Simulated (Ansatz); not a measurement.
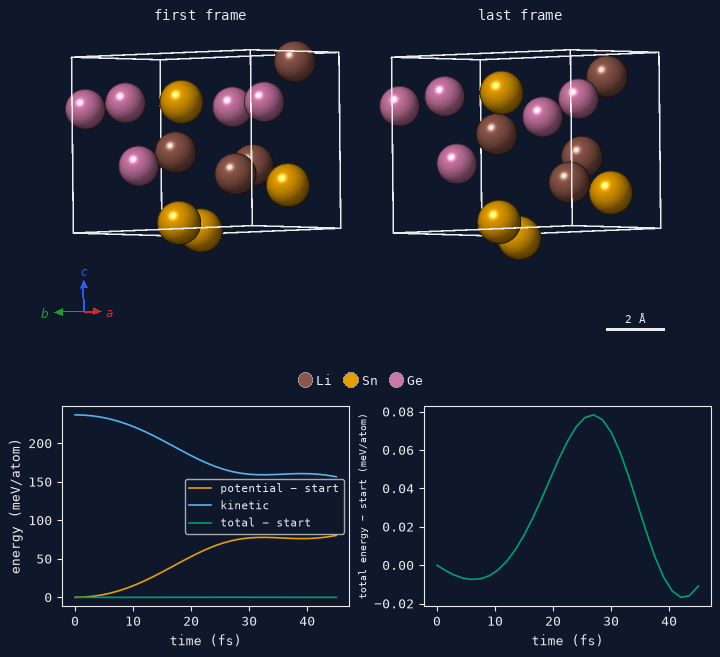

First-principles dynamics of an amorphous cell of composition LiSnGe (12 atoms in the cell), 45 fs long. Style: spheres-only. Shown: the simulation cell, from a free direction.

Theory: Ansatz, DFT, PAW plane waves, PBE. Run with plane-wave cutoff 420 eV; k-point mesh 2 × 2 × 3; Fermi-Dirac smearing 0.1 eV; constant energy (NVE); velocities drawn for 2000 K; time step 1.5 fs.

Question: How well is the energy conserved, and can the run be trusted?

Answer: The total energy stays between −0.017 and 0.078 meV per atom of its start. A straight-line fit has a slope that amounts to +0.016 meV per atom over 45 fs (under 0.1 % of the mean kinetic energy), and the ripple about it is 0.1 % of the kinetic energy's fluctuation. With a drift under 2 % and a ripple under 7 %, the integration is accurate. The mean temperature in the second half is 1367 K (standard deviation 39 K). The potential energy in the second half lies on average 75.1 meV per atom above the first frame.

Limits of the set-up: the k-point mesh is coarse for a cell with partly filled bands; the periodic images lie only 6.1 Å apart, so the values are limited by the cell's size.

Cost: 4.9 min on 2 threads of Arm Neoverse N1, with other jobs on the host, peak memory 0.73 GiB.
